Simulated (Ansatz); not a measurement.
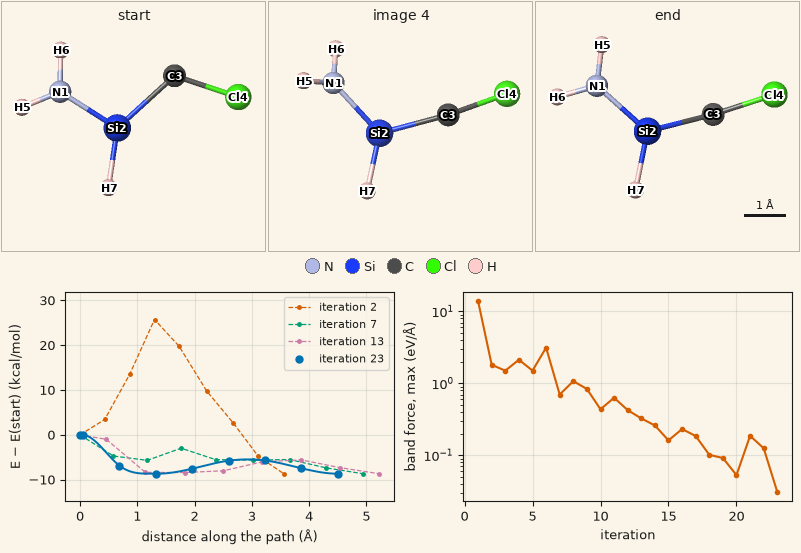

A nudged-elastic-band calculation for CH3ClNSi (charge +1). Images are numbered from 0 (start) to 8 (end). The plot follows the band through its iterations. Style: ball-and-stick. Shown face on.

Theory: RKS B3LYP/def2-SVP in Ansatz 0.2.0. Set-up: 7 movable images; climbing image; force threshold 0.05 eV/Å; iteration limit 58; starting path through a guess of the saddle point.

### Did the band converge, and can the barrier be trusted?

The run is converged, with reservations. The band converged in 23 iterations. The largest component of the band force went from 14 to 0.031 eV/Å. The first iteration put the highest image at 55.1 kcal/mol. Relative to the start the highest point is image 0 at 0.0 kcal/mol and the end lies at −8.7 kcal/mol, but the profile dips to −8.7 kcal/mol at image 3 on the way, so there is an intermediate minimum on the way.

The run took roughly 7 core-minutes on a shared host.
